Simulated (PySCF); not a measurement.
# C7H16 (2,3-dimethylpentane): the cost of one run

Programs: PySCF 2.14.0, with routines of our own; each step states its level. All values are computed. Atoms count from 0.

### 1 The system as given

23 atoms, charge 0, multiplicity 1; geometry from: GFN2-xTB.

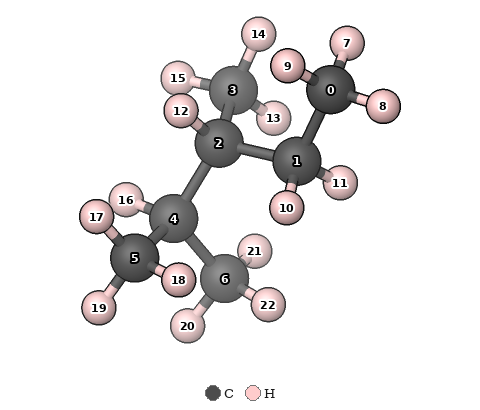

The starting geometry (carbon dark grey, hydrogen pink).

### 2 Magnetic properties: GIAO B3LYP/pcSseg-1

What the job is given:

```
{"job": {"kind": "mag", "xc": "B3LYP", "basis": "pcSseg-1", "isotopologues": 2}, "charge": 0, "multiplicity": 1}
C      2.544309    -0.302428    -0.596103
C      1.081829     0.110629    -0.725338
C      0.253459    -0.222559     0.520885
C      0.637569     0.683191     1.691067
C     -1.268254    -0.163522     0.264332
C     -1.749573    -1.366494    -0.546485
C     -1.718668     1.129651    -0.412485
H      3.044741     0.255297     0.191094
H      3.072099    -0.113342    -1.528563
H      2.622628    -1.363580    -0.368800
H      0.656834    -0.408031    -1.586324
H      1.031159     1.183028    -0.920958
H      0.485178    -1.254718     0.811480
H      0.482257     1.730247     1.441089
H      1.683165     0.548471     1.954329
H      0.038543     0.445803     2.567834
H     -1.755686    -0.215832     1.245562
H     -1.465613    -2.297217    -0.059864
H     -1.326858    -1.358918    -1.548397
H     -2.833465    -1.346652    -0.639239
H     -2.805526     1.177338    -0.431506
H     -1.353544     2.000697     0.124519
H     -1.361335     1.175927    -1.438052
```

Level: GIAO B3LYP/pcSseg-1 magnetisability, rotational g tensor and spin-rotation constants, non-relativistic, gas phase.

Command:

```sh
> OMP_NUM_THREADS=1 python excited_run.py task.json out
```

One launch serves the whole session: the jobs run in the order shown.

**Question.** How long does this first job take on 1 thread of Arm Neoverse V1, shared host, and how much memory does it need?

About 42 s, with a peak of 0.99 GiB.
